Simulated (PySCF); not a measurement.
# C₄H₄N₂O: excited states, first hyperpolarisability

What do calculations give for the excited states, first hyperpolarisability of C₄H₄N₂O (`[O-][n+]1ccccn1`)?

Programs: PySCF 2.14.0, with routines of our own; each step states its level. All values are computed. Atoms count from 0.

## (1) The starting structure

11 atoms, charge 0, multiplicity 1; geometry from: GFN2-xTB.

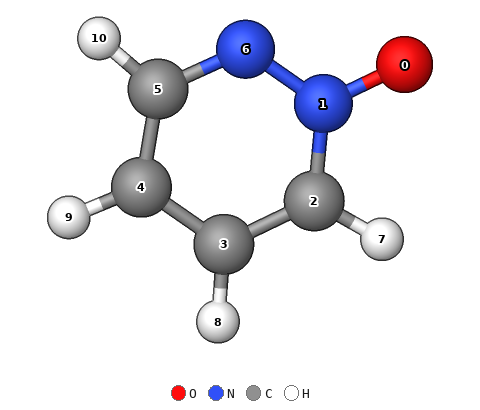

The starting geometry (oxygen red, nitrogen blue, carbon grey, hydrogen white).

## (2) Geometry optimisation at PBE0-D3(BJ)/def2-SVP

What the job is given:

```
{"job": {"xc": "PBE0", "basis": "def2-SVP", "d3": "d3bj", "grid": 2, "kind": "geom"}, "charge": 0, "multiplicity": 1}
O     -2.027663    -1.707532    -0.288630
N     -1.043066    -0.979819    -0.150826
C     -1.173251     0.375960    -0.158013
C     -0.077845     1.187643    -0.004609
C      1.172138     0.600237     0.160695
C      1.205042    -0.784544     0.154231
N      0.138457    -1.537970     0.003654
H     -2.179440     0.739801    -0.290001
H     -0.199882     2.259727    -0.014143
H      2.065533     1.186553     0.287115
H      2.125402    -1.337384     0.274565
```

Started as:

```
$ OMP_NUM_THREADS=1 python excited_run.py task.json out
```

The driver reads the jobs from task.json and runs them one after another.

The program printed:

```text
step   0  E = -338.84172288  max force = 0.019761
step   1  E = -338.84307131  max force = 0.002891
step   2  E = -338.84307170  max force = 0.001735
step   3  E = -338.84309195  max force = 0.000726
step   4  E = -338.84308672  max force = 0.001304
step   5  E = -338.84309296  max force = 0.000336
optimisation converged
```

Wall time 31 s (1 thread of Arm Neoverse V1, shared host); peak memory 0.63 GiB.

Step by step:

```tsv
step	energy from step 0 (eV)	largest force component (eV/Å)
0	0.0000	1.0162
1	-0.0367	0.1487
2	-0.0367	0.0892
3	-0.0373	0.0373
4	-0.0371	0.0671
5	-0.0373	0.0173
```

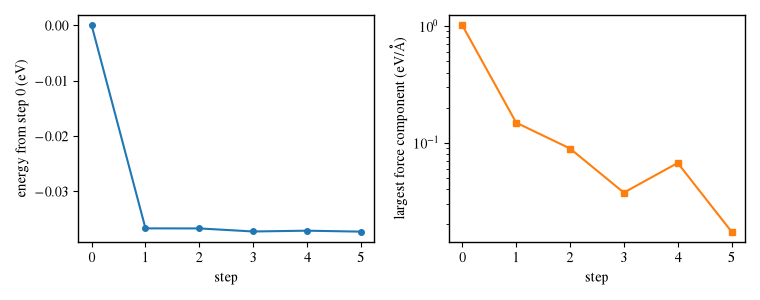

Energy and force, step by step.

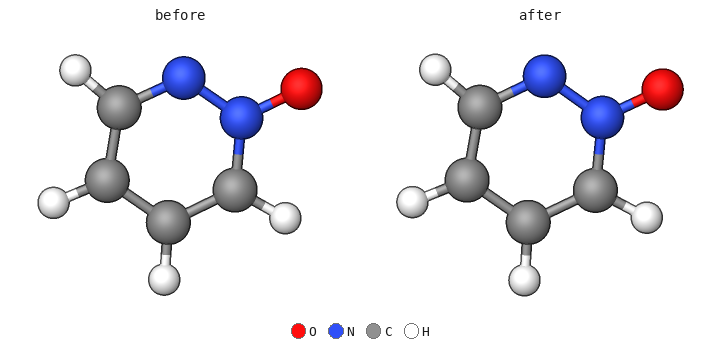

The geometry before (left) and after (right).

Distances of close pairs at the start and the end, largest changes first:

```tsv
bond	before (Å)	after (Å)	change (Å)
N1–N6	1.316	1.332	+0.016
N1–C2	1.362	1.378	+0.016
C5–H10	1.080	1.094	+0.014
C4–H9	1.076	1.090	+0.014
C3–H8	1.079	1.092	+0.013
C5–N6	1.315	1.326	+0.012
C2–H7	1.078	1.088	+0.010
C4–C5	1.385	1.390	+0.005
```

The final coordinates are the input of the step that follows.

```tsv
at the end point	value
point group (found at 0.08 Å tolerance)	Cs
rotational constants (GHz, main isotopes)	6.080, 2.951, 1.987
dipole moment (D)	4.90
```

## (3) Excited states: TDA wB97X-D/def2-TZVPD

What the job is given:

```
{"job": {"kind": "states", "xc": "wB97X-D", "basis": "def2-TZVPD", "tda": true, "soc": true, "nstates": 6, "ntriplets": 5, "nquad": 4}, "charge": 0, "multiplicity": 1}
O     -2.144042    -1.659236    -0.121141
N     -1.151832    -0.949965     0.017065
C     -1.274499     0.422435     0.010382
C     -0.169877     1.227828     0.164769
C      1.081054     0.635739     0.328689
C      1.099689    -0.754177     0.320940
N      0.036299    -1.532373     0.172381
H     -2.298022     0.766846    -0.124755
H     -0.301310     2.311941     0.155002
H      1.993885     1.216989     0.455799
H      2.035981    -1.307746     0.442664
```

With the program's defaults for keys left out, this is: TDA wB97X-D/def2-TZVPD excited states, vertical, gas phase, spin-orbit mean-field couplings.

The program printed:

```text
coarse grid: 10040 points
cycle   1  E = -339.2912291302  dE =  1.764e+00  |g| = 9.985e-01  |ddm| = 4.281e+00
cycle   2  E = -338.9460980805  dE =  3.451e-01  |g| = 1.740e+00  |ddm| = 2.422e+00
cycle   3  E = -339.4775254047  dE = -5.314e-01  |g| = 1.744e-01  |ddm| = 1.288e+00
cycle   4  E = -339.4817669324  dE = -4.242e-03  |g| = 1.106e-01  |ddm| = 3.114e-01
cycle   5  E = -339.4841070477  dE = -2.340e-03  |g| = 1.219e-02  |ddm| = 1.485e-01
cycle   6  E = -339.4841420075  dE = -3.496e-05  |g| = 6.116e-03  |ddm| = 6.605e-02
cycle   7  E = -339.4841523949  dE = -1.039e-05  |g| = 1.711e-03  |ddm| = 1.913e-02
cycle   8  E = -339.4841536366  dE = -1.242e-06  |g| = 7.327e-04  |ddm| = 8.646e-03
final grid: 99512 points
cycle   9  E = -339.4720881684  dE = -1.445e-04  |g| = 6.377e-03  |ddm| = 7.093e-01
cycle  10  E = -339.4720850222  dE =  3.146e-06  |g| = 7.965e-03  |ddm| = 6.809e-02
cycle  11  E = -339.4720965298  dE = -1.151e-05  |g| = 1.210e-03  |ddm| = 1.417e-02
cycle  12  E = -339.4720967573  dE = -2.275e-07  |g| = 5.835e-04  |ddm| = 4.111e-03
cycle  13  E = -339.4720968207  dE = -6.337e-08  |g| = 1.780e-04  |ddm| = 1.806e-03
cycle  14  E = -339.4720968296  dE = -8.898e-09  |g| = 5.724e-05  |ddm| = 4.364e-04
cycle  15  E = -339.4720968312  dE = -1.654e-09  |g| = 2.176e-05  |ddm| = 2.030e-04
cycle  16  E = -339.4720968315  dE = -3.329e-10  |g| = 8.985e-06  |ddm| = 8.701e-05
converged SCF energy = -339.4720968315

Singlet excitations
state   eV       nm        f     d(h-e)  d(exc)  Lambda  PR(NTO)  |dmu|/D   mu/D   main configurations
  1   4.4243   280.2   0.00007   1.396   2.609   0.415   1.002    2.866    2.701   H-1->L 0.91
  2   4.6129   268.8   0.05665   0.839   2.841   0.708   1.307    1.435    3.864   H->L+1 0.62, H->L 0.25, H-3->L 0.08
  3   5.4398   227.9   0.00571   0.960   2.607   0.458   1.326    2.104    3.857   H-2->L 0.80, H-1->L+1 0.16
  4   5.4996   225.4   0.34786   0.233   2.776   0.718   1.250    0.520    5.602   H->L 0.61, H->L+1 0.26
  5   5.6209   220.6   0.00020   1.362   2.928   0.374   1.466                     H-1->L+1 0.59, H-2->L+1 0.20, H-2->L 0.17
  6   6.0647   204.4   0.00127   1.577   2.873   0.414   1.028                     H-2->L+1 0.77, H-1->L+1 0.18

Triplet excitations (Tamm-Dancoff)
state   eV     d(h-e)  d(exc)  Lambda  PR(NTO)   main configurations
  1   2.6915   0.345   2.628   0.755   1.040   H->L 0.89
  2   3.6752   0.820   2.774   0.696   1.017   H->L+1 0.88, H->L 0.08
  3   4.0583   1.392   2.583   0.414   1.006   H-1->L 0.90
  4   4.7742   0.910   2.422   0.467   1.077   H-2->L 0.78, H-2->L+1 0.12
  5   5.0096   0.148   2.402   0.728   1.085   H-3->L 0.57, H-3->L+1 0.38
S1 - T1 = 1.7327 eV

Spin-orbit couplings |<S|Hso|T>| (cm-1)
             T1       T2       T3       T4       T5
S0        0.021    0.229   55.625   22.956    0.208
S1       40.375    1.551    0.010   11.064    5.337
S2        0.057    0.022   10.661    1.858    0.029
S3       14.048    9.910   11.582    1.964    6.852
S4        0.032    0.107   40.290   13.422    0.032
S5        7.111   24.201    7.575    4.627    1.688
S6        1.454   28.379    0.666    6.647   10.314
T1 sublevels (cm-1): 0.000 0.000 0.036   radiative rates (1/s): 0.0103 0.000455 0.006
```

It took 53 s on 1 thread of Arm Neoverse V1, shared host; peak memory 1.1 GiB.

From this job:

```tsv
quantity	value
S1 less T1	1.73 eV
```

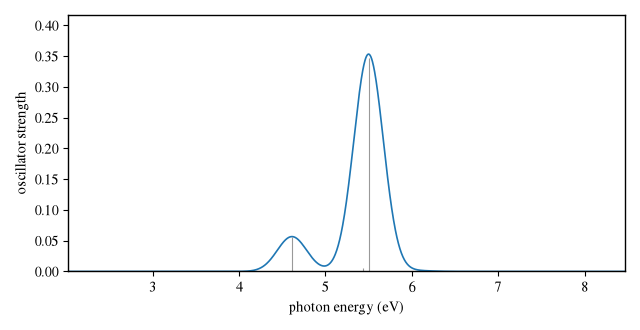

Absorption lines of the singlets. Lines are broadened to a width of 0.40 eV (Gaussian).

## (4) Excited states: TDDFT CAM-B3LYP/def2-TZVPD

The job, as its differences from that of step 3:

```diff
@@ -1,2 +1,2 @@
-{"job": {"kind": "states", "xc": "wB97X-D", "basis": "def2-TZVPD", "tda": true, "soc": true, "nstates": 6, "ntriplets": 5, "nquad": 4}, "charge": 0, "multiplicity": 1}
+{"job": {"kind": "states", "xc": "CAM-B3LYP", "basis": "def2-TZVPD", "tpa": true, "nstates": 8, "nquad": 6, "ntriplets": 0}, "charge": 0, "multiplicity": 1}
 O     -2.144042    -1.659236    -0.121141
```

With the program's defaults for keys left out, this is: TDDFT CAM-B3LYP/def2-TZVPD excited states, vertical, gas phase, two-photon moments by quadratic response.

The program printed:

```text
coarse grid: 10040 points
cycle   1  E = -339.2563092552  dE =  1.711e+00  |g| = 9.970e-01  |ddm| = 4.393e+00
cycle   2  E = -338.7829991595  dE =  4.733e-01  |g| = 1.913e+00  |ddm| = 2.056e+00
cycle   3  E = -339.4328977101  dE = -6.499e-01  |g| = 2.323e-01  |ddm| = 1.324e+00
cycle   4  E = -339.4408181242  dE = -7.920e-03  |g| = 1.377e-01  |ddm| = 3.529e-01
cycle   5  E = -339.4445507178  dE = -3.733e-03  |g| = 1.656e-02  |ddm| = 1.162e-01
cycle   6  E = -339.4446027308  dE = -5.201e-05  |g| = 7.903e-03  |ddm| = 4.035e-02
cycle   7  E = -339.4446179592  dE = -1.523e-05  |g| = 1.887e-03  |ddm| = 1.185e-02
cycle   8  E = -339.4446188326  dE = -8.734e-07  |g| = 8.399e-04  |ddm| = 3.848e-03
final grid: 99512 points
cycle   9  E = -339.4390974205  dE = -2.982e-05  |g| = 4.201e-03  |ddm| = 2.053e-01
cycle  10  E = -339.4390936797  dE =  3.741e-06  |g| = 6.197e-03  |ddm| = 1.870e-02
cycle  11  E = -339.4391010438  dE = -7.364e-06  |g| = 1.071e-03  |ddm| = 6.201e-03
cycle  12  E = -339.4391012518  dE = -2.079e-07  |g| = 2.086e-04  |ddm| = 1.378e-03
cycle  13  E = -339.4391012608  dE = -9.065e-09  |g| = 9.376e-05  |ddm| = 6.924e-04
cycle  14  E = -339.4391012627  dE = -1.855e-09  |g| = 4.327e-05  |ddm| = 2.447e-04
cycle  15  E = -339.4391012632  dE = -4.632e-10  |g| = 1.354e-05  |ddm| = 1.083e-04
converged SCF energy = -339.4391012632

Singlet excitations
state   eV       nm        f     d(h-e)  d(exc)  Lambda  PR(NTO)  |dmu|/D   mu/D   delta(TPA)   sigma/GM   main configurations
  1   4.4043   281.5   0.00007   1.407   2.622   0.411   1.003    2.922    2.746        0.03      0.000   H-1->L 0.91
  2   4.4518   278.5   0.05957   0.793   2.833   0.706   1.319    1.526    3.920       13.48      0.098   H->L+1 0.57, H->L 0.35
  3   4.9760   249.2   0.22783   0.306   2.775   0.702   1.271    0.335    5.222        2.68      0.024   H->L 0.58, H->L+1 0.36
  4   5.4053   229.4   0.00449   0.962   2.582   0.465   1.195    2.122    4.165        0.32      0.003   H-2->L 0.85, H-1->L+1 0.09
  5   5.6711   218.6   0.00046   1.387   2.941   0.366   1.339    2.617    2.794        0.16      0.002   H-1->L+1 0.60, H-2->L+1 0.24, H-2->L 0.12
  6   6.0749   204.1   0.00033   1.656   2.941   0.403   1.053    2.874    2.486        0.52      0.007   H-2->L+1 0.72, H-1->L+1 0.24
  7   6.1469   201.7   0.00436   1.786   4.194   0.242   1.022                                            H->L+2 0.91
  8   6.6870   185.4   0.18370   0.209   2.656   0.664   1.348                                            H-3->L 0.80, H-3->L+1 0.08
```

It took 69 s on 1 thread of Arm Neoverse V1, shared host; peak memory 1.1 GiB.

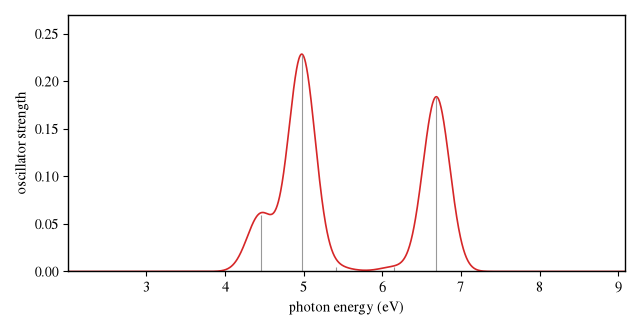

Absorption lines of the singlets. Lines are broadened to a width of 0.40 eV (Gaussian).

## (5) First hyperpolarisability: quadratic response CAM-B3LYP/def2-TZVPD

The job, as its differences from that of step 4:

```diff
@@ -1,2 +1,2 @@
-{"job": {"kind": "states", "xc": "CAM-B3LYP", "basis": "def2-TZVPD", "tpa": true, "nstates": 8, "nquad": 6, "ntriplets": 0}, "charge": 0, "multiplicity": 1}
+{"job": {"kind": "beta", "xc": "CAM-B3LYP", "basis": "def2-TZVPD"}, "charge": 0, "multiplicity": 1}
 O     -2.144042    -1.659236    -0.121141
```

Method: quadratic response CAM-B3LYP/def2-TZVPD first hyperpolarisability, Taylor convention, gas phase.

The program printed:

```text
coarse grid: 10040 points
cycle   1  E = -339.2563092552  dE =  1.711e+00  |g| = 9.970e-01  |ddm| = 4.393e+00
cycle   2  E = -338.7829991595  dE =  4.733e-01  |g| = 1.913e+00  |ddm| = 2.056e+00
cycle   3  E = -339.4328977101  dE = -6.499e-01  |g| = 2.323e-01  |ddm| = 1.324e+00
cycle   4  E = -339.4408181242  dE = -7.920e-03  |g| = 1.377e-01  |ddm| = 3.529e-01
cycle   5  E = -339.4445507178  dE = -3.733e-03  |g| = 1.656e-02  |ddm| = 1.162e-01
cycle   6  E = -339.4446027308  dE = -5.201e-05  |g| = 7.903e-03  |ddm| = 4.035e-02
cycle   7  E = -339.4446179592  dE = -1.523e-05  |g| = 1.887e-03  |ddm| = 1.185e-02
cycle   8  E = -339.4446188326  dE = -8.734e-07  |g| = 8.399e-04  |ddm| = 3.848e-03
final grid: 99512 points
cycle   9  E = -339.4390974205  dE = -2.982e-05  |g| = 4.201e-03  |ddm| = 2.053e-01
cycle  10  E = -339.4390936797  dE =  3.741e-06  |g| = 6.197e-03  |ddm| = 1.870e-02
cycle  11  E = -339.4391010438  dE = -7.364e-06  |g| = 1.071e-03  |ddm| = 6.201e-03
cycle  12  E = -339.4391012518  dE = -2.079e-07  |g| = 2.086e-04  |ddm| = 1.378e-03
cycle  13  E = -339.4391012608  dE = -9.065e-09  |g| = 9.376e-05  |ddm| = 6.924e-04
cycle  14  E = -339.4391012627  dE = -1.855e-09  |g| = 4.327e-05  |ddm| = 2.447e-04
cycle  15  E = -339.4391012632  dE = -4.632e-10  |g| = 1.354e-05  |ddm| = 1.083e-04
converged SCF energy = -339.4391012632

Lowest singlets (eV, f): 4.4043 0.0001  4.4518 0.0596  4.9760 0.2278

First hyperpolarisability (au)
process     nm      |vector|   parallel      HRS      DR
static         -      216.25    -119.46      84.71   6.179
shg       1907.0      226.95    -125.13      88.45   6.387
eope      1907.0      219.68    -121.28          -       -
shg       1064.0      256.13    -140.45      98.53   7.016
eope      1064.0      227.75    -125.55          -       -
```

Wall time 52 s (1 thread of Arm Neoverse V1, shared host); peak memory 1.2 GiB.

## (6) Results

```
                                                  quantity                                                value
                                               point group                                                   Cs
                      rotational constants (main isotopes)                                 6.08, 2.95, 1.99 GHz
               S1 less T1 (step 3, TDA wB97X-D/def2-TZVPD)                                              1.73 eV
β vector (step 5, quadratic response CAM-B3LYP/def2-TZVPD)  static 216, SHG 1907.0 nm 227, SHG 1064.0 nm 256 au
```

In words: The optimisation took 5 steps and gained 0.037 eV; among the close pairs (by a distance rule), N1–N6 changed most, from 1.316 to 1.332 Å. In step 3, the number of triplets below S1 is 3, and the largest singlet-triplet spin-orbit coupling is S0–T3, 55.62 cm⁻¹. β grows from 216 au (static) to 256 au for doubling at 1064.0 nm: normal dispersion, which grows as twice the photon energy moves toward the bright states.
